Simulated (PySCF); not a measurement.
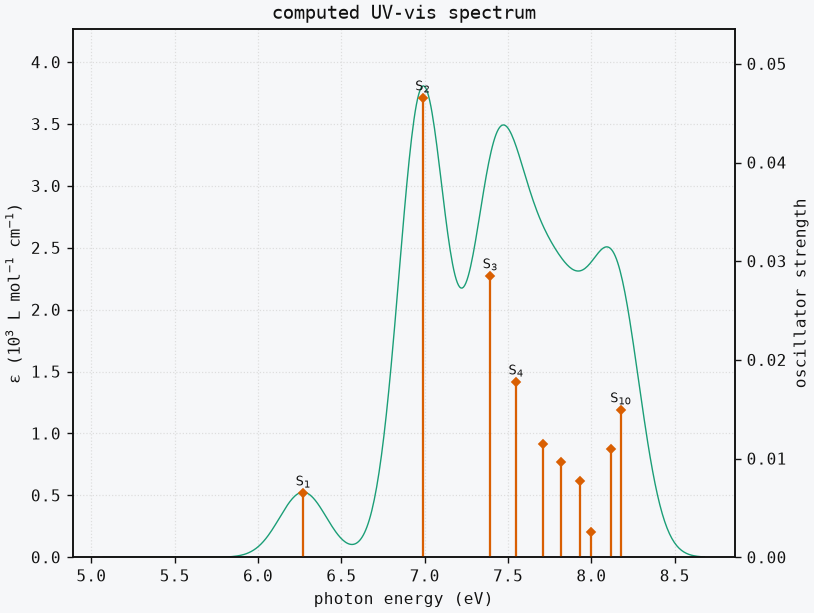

Vertical TDDFT excitations, CAM-B3LYP/def2-SVPD in PySCF 2.14.0, at a PBE0-D3(BJ)/def2-SVP geometry (no frequency check), gas phase. The lowest 10 singlet states are shown; each is broadened by a Gaussian of 1/e half-width 0.20 eV. Sticks give oscillator strengths (right axis).

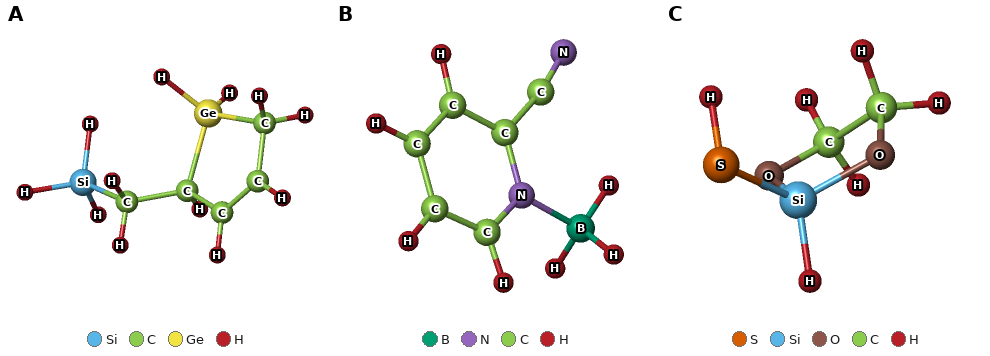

Whose absorption spectrum is this? The candidates are drawn in the second picture.

Structure C, C₂H₆O₂SSi, SMILES S[SiH]1OCCO1. Its lowest singlet lies at 6.27 eV (f = 0.006) and the brightest of those computed is S2 at 6.99 eV (177 nm), f = 0.047, mixed, the largest part being HOMO → LUMO+2 (47 %).

Note: one conformer of a flexible molecule; core orbitals are frozen in the response.
